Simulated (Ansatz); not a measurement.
# AlNH (quartet): RPA-PBE over vertical spin and charge gaps, 6-31G

Aim: run AlNH (quartet) with these functionals over vertical spin and charge gaps, and hold them against the top wave-function level at the same points.

Computed with Ansatz 0.2.0, Gaussian basis. Level: 6-31G, all electrons in the functionals, frozen cores in the correlation of double hybrids and RPA.

To be run: RPA-PBE, at charge 0, quartet; charge 0, doublet; charge 0, sextet; charge 1, triplet; charge 1, quintet.

23 further runs of the same task are left out: 5 for a known fault of the program, 8 that didn't finish, 10 set aside as unsound or not needed.

## Step 1: What is computed

The geometry is a PBE0/def2-TZVP stationary point (not a proven minimum).

3 atoms, charge 0, spin multiplicity 4.

Atoms are counted from 1 here; the program's logs count them from 0.

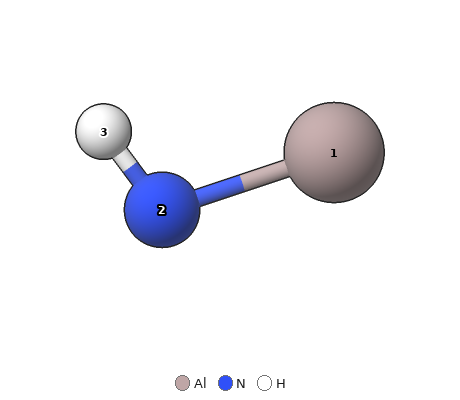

The geometry (aluminium light grey, nitrogen blue, hydrogen white); atoms are numbered from 1 in the order of the file.

Geometry (Å):

```xyz
3

Al    0.0000   -0.0319    0.6899
N     0.0000    0.1209   -1.2129
H     0.0000   -0.8261   -1.6143
```

No dispersion term is added.

The geometry shown and the zero of energy belong to the point charge 0, quartet. The yardstick, FCI, and other wave-function levels (R restricted, U unrestricted, valence and pair active spaces) come from earlier runs.

## Step 2: RPA-PBE, charge 0, quartet

in.yaml reads:

```yaml
crystal:
  periodic: [false, false, false]
  atoms:
    - {symbol: Al, position_ang: [0.000000, -0.031887, 0.689947]}
    - {symbol: N, position_ang: [0.000000, 0.120874, -1.212902]}
    - {symbol: H, position_ang: [0.000000, -0.826124, -1.614269]}
basis:
  gaussian: {orbitals: 6-31G}
magnetization: {spin_polarized: true, initial_magnetization: 3}
hamiltonian: {xc: {name: PBE}}
correlation: {method: rpa, electrons: outside_noble_gas}
```

Started as:

```console
ansatz run in.yaml --threads 1 --pin off --events-out ev --progress --plain --max-ram 2393MiB
```

The program printed:

```text
Functional definition: PBE
  name "PBE"
  cite "Perdew, Burke & Ernzerhof, Phys. Rev. Lett. 77, 3865 (1996) doi:10.1103/PhysRevLett.77.3865"
  parent pbe
  parameter kappa = 0.804
  parameter beta = 0.06672455060314922
  exchange = pbe_x(kappa = kappa, mu = beta*pi^2/3)
  correlation = pbe_c(beta = beta)
302 factors; integrals over basis functions are off by at most 2.8e-4 eV
mean field evaluation 1: about -8087.2543 eV, gradient 3.0e1 eV
mean field evaluation 2: about -8087.2398 eV, gradient 3.0e1 eV
mean field evaluation 4: about -8091.1235 eV, gradient 7.6e0 eV
mean field evaluation 8: about -8091.8141 eV, gradient 1.4e-1 eV
mean field evaluation 16: about -8091.8119 eV, gradient 2.2e-5 eV
mean field evaluation 32: about -8091.7059 eV, gradient 3.0e-6 eV
mean field evaluation 64: about -8090.4752 eV, gradient 4.4e0 eV
mean field evaluation 96: about -8090.9202 eV, gradient 1.7e0 eV
mean field evaluation 128: about -8091.7825 eV, gradient 1.3e0 eV
mean field -8091.81193841 eV, -297.3686039093 hartree, gradient 3.3e-6 eV, S^2 3.753141; 12 other end points of the search recorded, 0 dependent functions left out
6 core orbitals not correlated: weight in the atoms' cores, before any rotation towards them, 1.000 or more for the frozen orbitals, at most 0.000 for the correlated occupied ones
reference -8075.37263884 eV, -296.7644707933 hartree; 6, 3 occupied and 12, 15 virtual orbitals, 302 factors
Total energy: -8080.84793273 eV, -296.9656841322 hartree
```

Run time: 8 s. Hardware: 1 thread of Intel Xeon at 2.50GHz, shared host.

From the report: ⟨S²⟩ of the determinant 3.753 (pure quartet: 3.75).

## Step 3: RPA-PBE, charge 0, doublet

Changes to in.yaml since step 2:

```diff
@@ -8,3 +8,3 @@
   gaussian: {orbitals: 6-31G}
-magnetization: {spin_polarized: true, initial_magnetization: 3}
+magnetization: {spin_polarized: true, initial_magnetization: 1}
 hamiltonian: {xc: {name: PBE}}
```

Same command.

The program printed, cut to the lines that bear on the results:

```text
Functional definition: PBE
  name "PBE"
  cite "Perdew, Burke & Ernzerhof, Phys. Rev. Lett. 77, 3865 (1996) doi:10.1103/PhysRevLett.77.3865"
  parent pbe
[...]
302 factors; integrals over basis functions are off by at most 2.8e-4 eV
[...]
mean field -8094.36613048 eV, -297.4624687367 hartree, gradient 7.6e-6 eV, S^2 0.764858; 5 other end points of the search recorded, 0 dependent functions left out
6 core orbitals not correlated: weight in the atoms' cores, before any rotation towards them, 1.000 or more for the frozen orbitals, at most 0.000 for the correlated occupied ones
reference -8076.34133486 eV, -296.8000697154 hartree; 5, 4 occupied and 13, 14 virtual orbitals, 302 factors
Total energy: -8083.34349535 eV, -297.0573943671 hartree
```

It took 4.9 s on 1 thread of Intel Xeon at 2.50GHz, shared host.

From the report: ⟨S²⟩ of the determinant 0.765 (pure doublet: 0.75).

From charge 0, quartet: -2.496 eV.

## Step 4: RPA-PBE, charge 0, sextet

Changes to in.yaml since step 3:

```diff
@@ -8,3 +8,3 @@
   gaussian: {orbitals: 6-31G}
-magnetization: {spin_polarized: true, initial_magnetization: 1}
+magnetization: {spin_polarized: true, initial_magnetization: 5}
 hamiltonian: {xc: {name: PBE}}
```

Same command.

The program printed, cut to the lines that bear on the results:

```text
Functional definition: PBE
  name "PBE"
  cite "Perdew, Burke & Ernzerhof, Phys. Rev. Lett. 77, 3865 (1996) doi:10.1103/PhysRevLett.77.3865"
  parent pbe
[...]
302 factors; integrals over basis functions are off by at most 2.8e-4 eV
[...]
mean field -8087.13293987 eV, -297.1966538847 hartree, gradient 4.8e-6 eV, S^2 8.753088; 6 other end points of the search recorded, 0 dependent functions left out
6 core orbitals not correlated: weight in the atoms' cores, before any rotation towards them, 1.000 or more for the frozen orbitals, at most 0.000 for the correlated occupied ones
reference -8072.97542692 eV, -296.6763748802 hartree; 7, 2 occupied and 11, 16 virtual orbitals, 302 factors
Total energy: -8076.70641150 eV, -296.8134860346 hartree
```

Run time: 4.5 s. Hardware: 1 thread of Intel Xeon at 2.50GHz, shared host.

From the report: ⟨S²⟩ of the determinant 8.753 (pure sextet: 8.75).

From charge 0, quartet: +4.142 eV.

## Step 5: RPA-PBE, charge 1, triplet

Changes to in.yaml since step 4:

```diff
@@ -8,3 +8,4 @@
   gaussian: {orbitals: 6-31G}
-magnetization: {spin_polarized: true, initial_magnetization: 5}
+total_charge: 1
+magnetization: {spin_polarized: true, initial_magnetization: 2}
 hamiltonian: {xc: {name: PBE}}
```

Launched as before.

The program printed, cut to the lines that bear on the results:

```text
Functional definition: PBE
  name "PBE"
  cite "Perdew, Burke & Ernzerhof, Phys. Rev. Lett. 77, 3865 (1996) doi:10.1103/PhysRevLett.77.3865"
  parent pbe
[...]
302 factors; integrals over basis functions are off by at most 2.8e-4 eV
[...]
mean field -8085.92647412 eV, -297.1523170859 hartree, gradient 8.9e-6 eV, S^2 2.012698; 3 other end points of the search recorded, 0 dependent functions left out
6 core orbitals not correlated: weight in the atoms' cores, before any rotation towards them, 1.000 or more for the frozen orbitals, at most 0.000 for the correlated occupied ones
reference -8069.86319293 eV, -296.5620023903 hartree; 5, 3 occupied and 13, 15 virtual orbitals, 302 factors
Total energy: -8075.43530939 eV, -296.7667738935 hartree
```

Wall time 3.5 s (1 thread of Intel Xeon at 2.50GHz, shared host).

From the report: ⟨S²⟩ of the determinant 2.013 (pure triplet: 2.00).

From charge 0, quartet: +5.413 eV.

## Step 6: RPA-PBE, charge 1, quintet

Changes to in.yaml since step 5:

```diff
@@ -9,3 +9,3 @@
 total_charge: 1
-magnetization: {spin_polarized: true, initial_magnetization: 2}
+magnetization: {spin_polarized: true, initial_magnetization: 4}
 hamiltonian: {xc: {name: PBE}}
```

Launched as before.

The program printed, cut to the lines that bear on the results:

```text
Functional definition: PBE
  name "PBE"
  cite "Perdew, Burke & Ernzerhof, Phys. Rev. Lett. 77, 3865 (1996) doi:10.1103/PhysRevLett.77.3865"
  parent pbe
[...]
302 factors; integrals over basis functions are off by at most 2.8e-4 eV
[...]
mean field -8081.22882548 eV, -296.9796816827 hartree, gradient 8.5e-7 eV, S^2 6.002940; 6 other end points of the search recorded, 0 dependent functions left out
6 core orbitals not correlated: weight in the atoms' cores, before any rotation towards them, 1.000 or more for the frozen orbitals, at most 0.000 for the correlated occupied ones
reference -8067.30349085 eV, -296.4679350742 hartree; 6, 2 occupied and 12, 16 virtual orbitals, 302 factors
Total energy: -8071.08482873 eV, -296.6068966780 hartree
```

Wall time 6 s (1 thread of Intel Xeon at 2.50GHz, shared host).

From the report: ⟨S²⟩ of the determinant 6.003 (pure quintet: 6.00).

From charge 0, quartet: +9.763 eV.

## Step 7: The comparison

The yardstick is full CI for this spin, exact in this basis with these frozen cores. It comes from earlier runs at the same points. Energies in eV, counted from charge 0, quartet; blanks weren't run or aren't comparable.

```csv
level,quartet to doublet,quartet to sextet,ionisation to the triplet cation,ionisation to the quintet cation
FCI,-2.500,3.740,5.330,9.444
RPA-PBE,-2.496,4.142,5.413,9.763
```

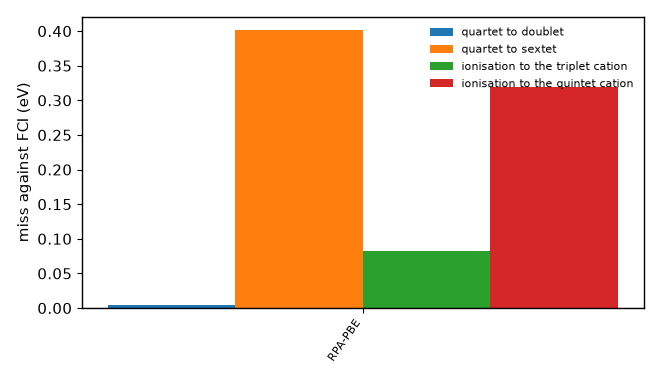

Misses of the gaps against FCI.

Largest miss and mean time a point (FCI took 4 min a point; shared hosts):

```csv
level,largest miss (eV),where,time a point
RPA-PBE,+0.401,quartet to sextet,5.4 s
```

## Step 8: Results

| quantity | value |
| --- | --- |
| quartet to doublet, FCI | -2.500 eV |
| quartet to sextet, FCI | 3.740 eV |
| ionisation to the triplet cation, FCI | 5.330 eV |
| ionisation to the quintet cation, FCI | 9.444 eV |
| largest miss, RPA-PBE | +0.401 eV (quartet to sextet) |

In words: RPA-PBE strays by up to 0.401 eV, at quartet to sextet. Functionals and the yardstick converge differently with the basis, so part of each miss in 6-31G is the basis.
